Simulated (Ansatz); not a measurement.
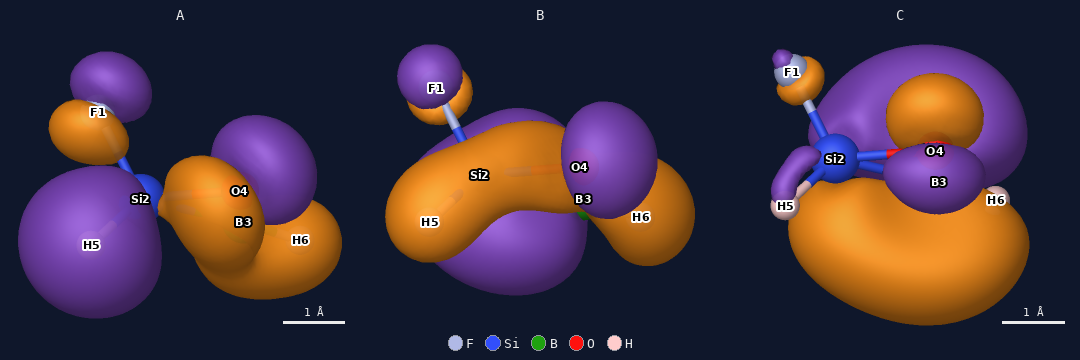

Figure 1: BFH2OSi. Three frontier orbitals at ±0.08 Å⁻³ᐟ² (orange and purple are the two phases), in no order.

Geometry: PBE0-D4/def2-TZVP.

The calculation used RKS PBE0-D4/def2-TZVPP (Ansatz).

```yaml
atoms:
  - { symbol: F, position_ang: [-1.7545, -0.5572, -0.9217] }
  - { symbol: Si, position_ang: [-0.3882, 0.1977, -0.6123] }
  - { symbol: B, position_ang: [0.4679, 0.1256, 1.0646] }
  - { symbol: O, position_ang: [0.7703, -0.8219, 0.1463] }
  - { symbol: H, position_ang: [0.0982, 0.7183, -1.9037] }
  - { symbol: H, position_ang: [0.8482, 0.2734, 2.1808] }
```

**Which picture is the HOMO−1, the HOMO and the LUMO?**

A is the HOMO−1 (−10.64 eV). Its weight (Hirshfeld) is mainly on O4 (about 30 %), H5 (about 25 %), Si2 (about 25 %), B3 (about 10 %) and F1 (about 10 %). B is the HOMO (−7.37 eV). It lies mainly on Si2 (about 35 %), B3 (about 30 %) and O4 (about 20 %). C is the LUMO (−1.37 eV). It lies mainly on B3 (about 50 %), Si2 (about 20 %), O4 (about 20 %) and H6 (about 5 %).

**What is the HOMO–LUMO gap?**

6.00 eV between the orbital energies.
